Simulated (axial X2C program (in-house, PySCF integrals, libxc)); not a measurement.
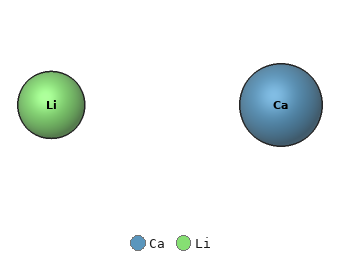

Fig. 1: The molecule at the reference distance of 3.705 Å.

**Relativistic diatomic calculation, with input and output: CaLi⁻**

System: CaLi⁻. The reference is closed-shell CaLi⁻; the roots are vertical excitation energies. The distance is the PBE0 minimum at charge −1.
Method: EOM-EE-CCSD, two-component X2C with atomic mean-field Coulomb and Gaunt terms, Ca dyall-acv3z, Li dyall-acv3z (cores contracted) (axial X2C program (in-house, PySCF integrals, libxc)).

Output:
```
two-component X2C + atomic mean field  HF
basis functions 172  fitting functions 588  grid points 5088
iter        total energy     max residual
   1       -686.930522474     1.71e-01
   2       -686.939803559     5.94e-03
   3       -686.940142330     4.36e-03
   4       -686.940178911     8.38e-04
   5       -686.940183792     2.55e-04
   6       -686.940184515     1.45e-04
   7       -686.940184711     3.95e-05
   8       -686.940184768     2.96e-05
   9       -686.940184786     1.83e-05
  10       -686.940184790     4.50e-06
  11       -686.940184790     1.45e-06
converged
one-electron -959.74476561  Coulomb 301.67081852  exact exchange -37.29896152  xc functional 0.00000000  nuclear repulsion 8.56967143  atomic mean-field constant -0.13694762
correlated 12  virtual 274  natural virtual 88  E(MP2) -0.305123515  MP2 remainder -0.056212744
iter   CCSD correlation   residual
   1     -0.271504748   2.09e-01
   2     -0.281888488   1.03e-01
   3     -0.282453816   3.94e-02
   4     -0.282766479   1.72e-02
   5     -0.282853010   6.15e-03
   6     -0.282844435   2.90e-03
   7     -0.282836826   1.20e-03
   8     -0.282848091   5.80e-04
   9     -0.282846122   2.71e-04
  10     -0.282845312   1.11e-04
  11     -0.282844610   5.52e-05
  12     -0.282844084   2.83e-05
  13     -0.282843904   1.58e-05
  14     -0.282843798   9.48e-06
  15     -0.282843759   5.87e-06
  16     -0.282843739   3.92e-06
  17     -0.282843726   2.71e-06
(T) -0.007170508338089064  T1 0.0372  D1 0.0803  max T2 0.097
EOM-EE-CCSD roots
2*Omega      energy/Eh   energy/eV  one-particle weight
    0       0.02183982      0.5943      0.948
    0       0.02324905      0.6326      0.931
    0       0.02325792      0.6329      0.931
    0       0.03993004      1.0866      0.931
    0       0.04024152      1.0950      0.909
    2       0.02184434      0.5944      0.948
    2       0.02333388      0.6349      0.931
    2       0.03373039      0.9179      0.883
    2       0.03993010      1.0866      0.931
    4       0.02341142      0.6371      0.931
    4       0.04199037      1.1426      0.936
    4       0.04607506      1.2538      0.942
    6       0.09771829      2.6591      0.241  not converged
```

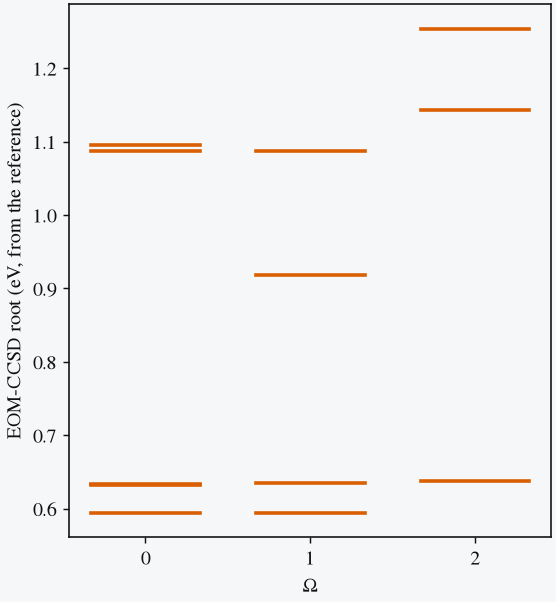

Fig. 2: EOM-CCSD roots by Ω at 3.71 Å. The lowest has Ω = 0 and lies at 0.594 eV, with one-particle weight 0.95.

The input:
```
{"zs": [20, 3], "q": -1, "bas": ["dyall-acv3z", "dyall-acv3z"], "r0": 3.04, "eom": "ee", "thr": -2.0, "nmax": 88}
```

The line is the task of a batch: nuclear charges, charge, bases, a first guess of the distance and further settings. This report covers the levels named above. The log is that of the reference distance 3.705 Å.

Launched within a batch (the task file carries these settings):
```bash
python <driver script> task.json out
```

Key numbers:

- outcome: converged
- HF energy of the reference CaLi⁻: −686.94018 hartree
- MP2 energy of the reference CaLi⁻: −687.24531 hartree
- CCSD energy of the reference CaLi⁻ (with the MP2 share of the virtual spinors left out of the coupled-cluster step): −687.27924 hartree
- CCSD(T) energy of the reference CaLi⁻: −687.28641 hartree
- T1 diagnostic (spinor form; for a closed shell √2 times the usual value): 0.037
- hardware: 1 thread of Intel Xeon (Granite Rapids), 64 GiB of memory available, shared host
- wall time: 42 s
- peak memory: 0.75 GiB

Notes:

To bear in mind: some roots did not converge.
